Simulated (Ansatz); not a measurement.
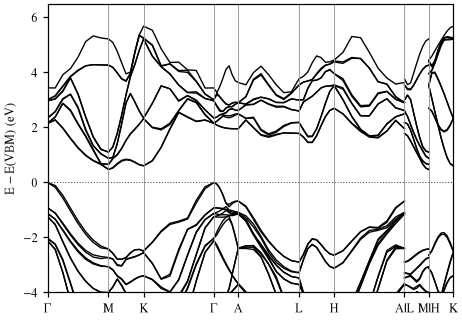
Figure. Band structure from plane-wave PAW PBE with spin–orbit coupling (Ansatz code)

The gap is 0.47 eV; an edge lies off the plotted path or next to a special point (maximum on the Γ–M line, 2 % of the way from Γ, minimum at M).

The material is BAs in space group P6_422 (No. 181; B on 3c, As on 3d).

The start of the workflow was typed in or built on a structure type; neither database checked (COD, Materials Project) lists it. It is not the phase usual at ambient conditions (space group No. 216). The cell was relaxed with PBE under the symmetry of its start; whether a distortion lowers the energy is not shown. Its formation energy is positive at this level, so the cell may be metastable or incomplete.

Potentials: the later of the program's two PAW sets.
